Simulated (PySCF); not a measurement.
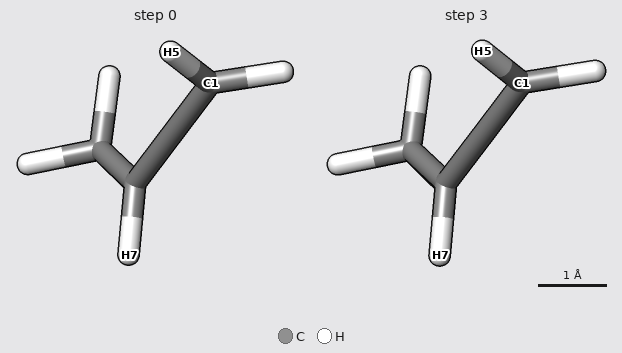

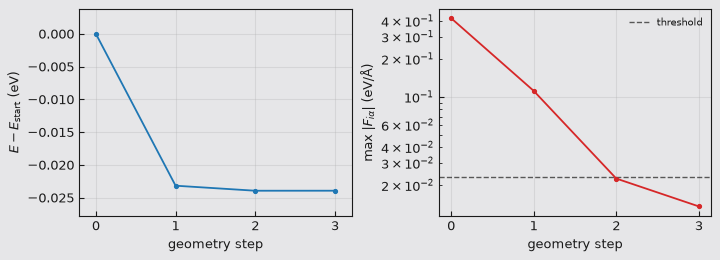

First and last geometry of a relaxation of C₄H₆, with the history of the run. Style: stick. Shown from a free direction.

The start comes from MMFF94s.

Computed with PySCF 2.14.0, density-fitted response routines, PBE0-D3(BJ)/def2-SVP geometry optimisation, gas phase. 

Q: Did the run converge, and what did it change?

A: It converged. After 3 geometry steps the energy has fallen by 0.024 eV. The largest force component goes from 0.42 to 0.014 eV/Å. The largest moves after the best rigid fit, 0.034 Å, are those of H atoms. By element the largest moves are H 0.034 Å, C 0.016 Å. Among the contacts that change: C–H 1.084 → 1.096 Å, C–C 1.300 → 1.310 Å, C–C 1.492 → 1.500 Å.
